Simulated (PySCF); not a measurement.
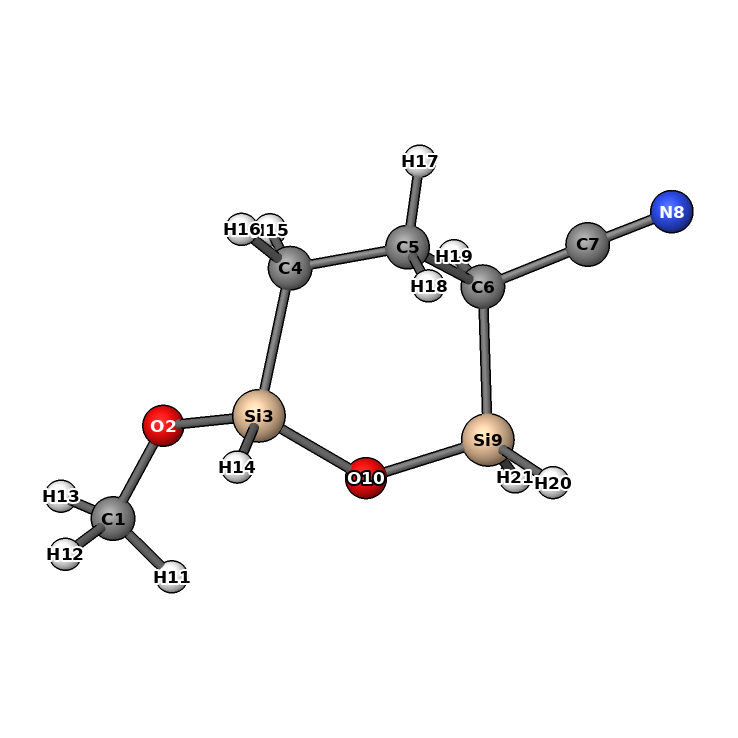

The questions are on isotropic NMR shieldings of the O atoms. The geometry was computed by an optimisation with GFN2-xTB. No frequency run is at hand to confirm it as a minimum. Properties computed with GIAO PBE0/pcSseg-1 NMR shielding, non-relativistic, gas phase (PySCF 2.14.0).

Give the isotropic NMR shieldings of the O atoms atom by atom.

| atom | σ (ppm) |
| --- | --- |
| O2 | 297.0 |
| O10 | 272.8 |

The geometry is semi-empirical. Around Si such bond lengths and angles can be off by a tenth of an ångström or more and by several degrees, and values that hang on the shape move with them.
